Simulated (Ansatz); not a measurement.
## Response to strain in BaTiO3

Take BaTiO3 in the cubic perovskite structure (space group Pm-3m, No. 221; a = 3.970 Å) as the base. Axes: x, y, z lie along the cube axes.

Strains are applied to the cell and any free atomic positions relax; under biaxial strain the out-of-plane vector relaxes too.

Method: Ansatz (an electronic-structure program) PBEsol, no spin-orbit coupling.

Notes on the quantities. energy relative to the base: free energy F.

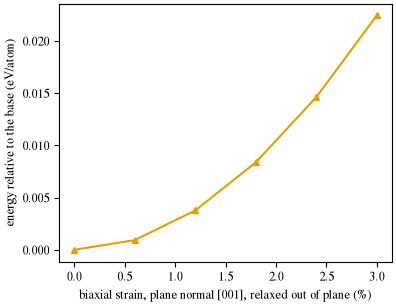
Energy relative to the base against biaxial strain, plane normal [001], relaxed out of plane

Question: From the plot, what is the energy relative to the base for biaxial strain +3.00 %, plane normal [001], relaxed out of plane?

Answer: About 0.022 eV/atom.

Question: Is the trend monotonic over the range shown?

Answer: Yes, it rises throughout, spanning 0 meV/atom to +22 meV/atom.

Stability against distortions was not tested. All final runs are without spin polarisation. Many cubic perovskites are stable only at high temperature; tilts and polar distortions were not tested. This is not the structure that BaTiO3 has at room temperature and ambient pressure.
